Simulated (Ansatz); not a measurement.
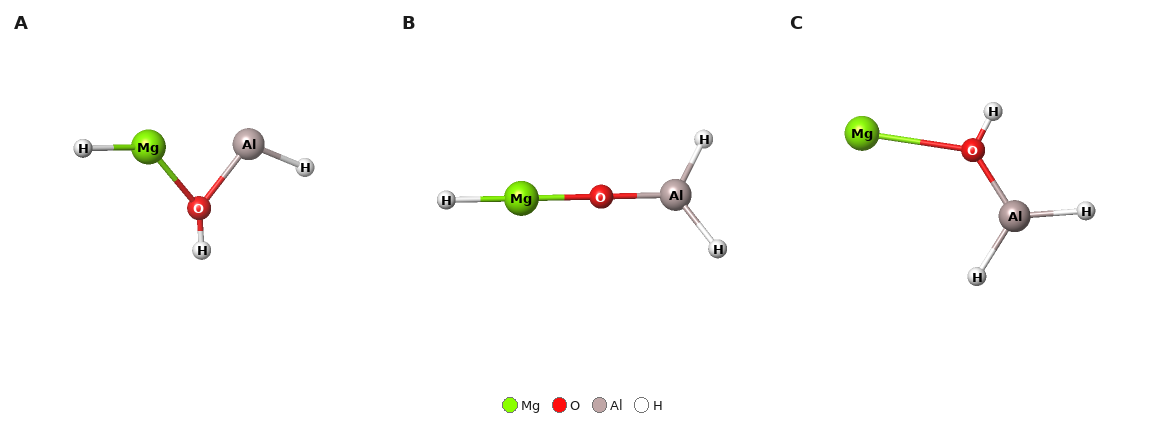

3 stationary structures of one formula. Geometries: PBE0-D4/def2-TZVP. Electronic energies: PBE0-D4/def2-TZVP (Ansatz 0.2.0), without zero-point energy. No frequency run is at hand to confirm each as a minimum.

### Which is lowest in energy, and by how much?

B is lowest; C lies 0.899 eV above it (Cs), A lies 1.020 eV above it (Cs).
